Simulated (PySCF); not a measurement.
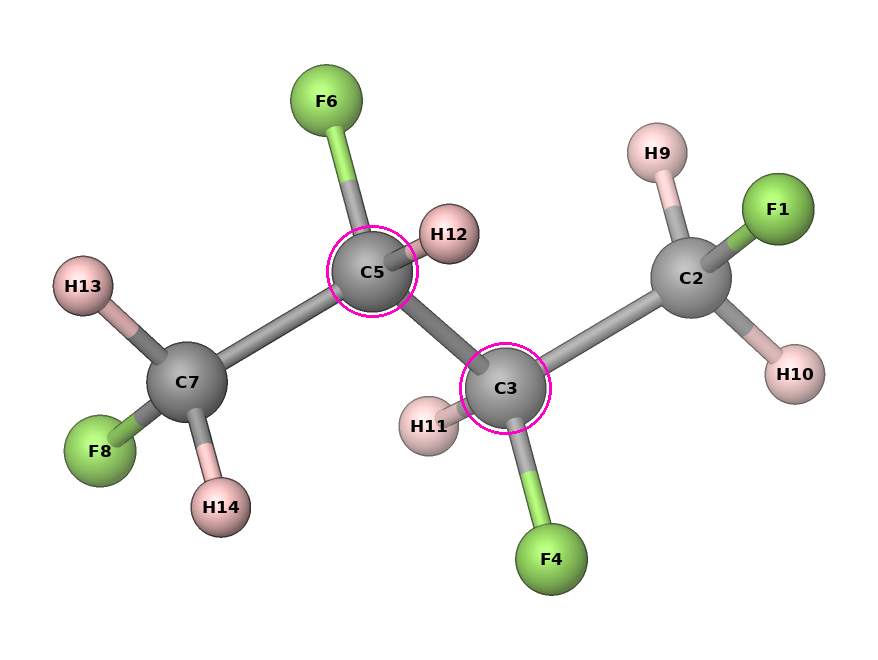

Atoms fade into the background with distance from the viewer. Circles mark the stereogenic atoms. Computed geometry: GFN2-xTB optimisation. No frequency run is at hand to confirm it as a minimum.

Q: Assign CIP descriptors.

A: C3: R (priorities F4 > C5 > C2 > H11); C5: S (priorities F6 > C3 > C7 > H12).
